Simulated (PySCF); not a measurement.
# C2H12Si3 (Si(SiH3)2Me2): what the fields show

The calculation's input:

```
{"job": {"kind": "nmr", "xc": "PBE0", "basis": "pcSseg-1"}, "charge": 0, "multiplicity": 1}
Si    -0.151444     0.006666    -0.100562
Si    -0.114803    -0.027583     2.247451
H     -1.501345     0.038959     2.813032
H      0.663006     1.132291     2.788020
H      0.527154    -1.288337     2.739750
Si     2.078032     0.005562    -0.836018
H      2.833517    -1.136463    -0.229101
H      2.766304     1.277921    -0.448460
H      2.155487    -0.128625    -2.327676
C     -1.022188     1.569870    -0.709914
H     -1.018680     1.612002    -1.810758
H     -0.522439     2.474747    -0.331945
H     -2.069607     1.589165    -0.369921
C     -1.026902    -1.542129    -0.740663
H     -2.068216    -1.578268    -0.382813
H     -0.515342    -2.454809    -0.398187
H     -1.041074    -1.551559    -1.841984
```

Command:

```sh
OMP_NUM_THREADS=1 python probes_run.py task.json out
```

Geometry: PBE0-D3(BJ)/def2-SVP.

All numbers below come from PySCF, PBE0/pcSseg-1, SCF density, gas phase, non-relativistic.

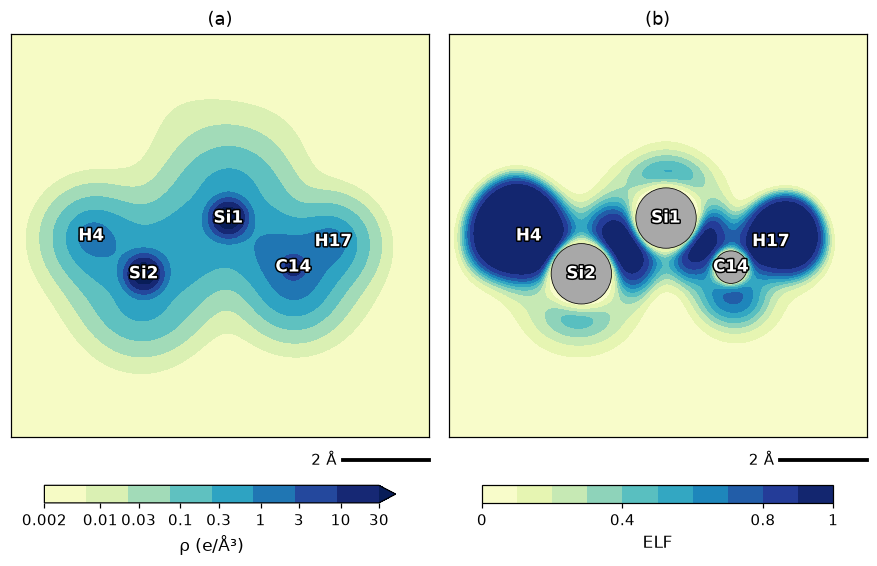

Figure 1. (a) total electron density; (b) electron localisation function on the plane of atoms Si1, Si2 and H4. Grey discs cover the atomic cores in the ELF map.

Read the bonding off the picture.

Atoms in the plane: Si, H and C.
C–Si (1.89 Å): the density is about 0.91 e/Å³ at the midpoint; the ELF peaks at about 0.95 between the atoms (a covalent bond).
Si–Si (2.35 Å): the density is about 0.64 e/Å³ at the midpoint; the ELF peaks at about 1 between the atoms (a covalent bond).
C–H (1.10 Å): ρ at the midpoint is about 1.9 e/Å³; the ELF climbs to about 1 towards the hydrogen, as it does in any bond to H (a covalent bond by its length).
Si–H (1.50 Å): ρ is about 0.76 e/Å³ halfway; the ELF climbs to about 1 towards the hydrogen.

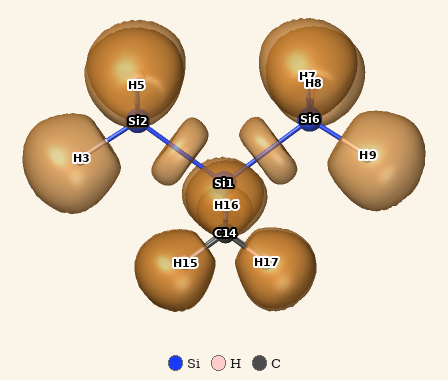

Figure 2. Isosurface of the electron localisation function at 0.8 (orange), seen across its widest extent. Only the valence region is drawn (cores and ρ < 0.01 e/Å³ removed).

Describe the localisation domains.

The surface consists of two regions between bonded C–Si atoms (shared pairs), two regions between bonded Si–Si atoms (shared pairs) and twelve regions around hydrogen nuclei.
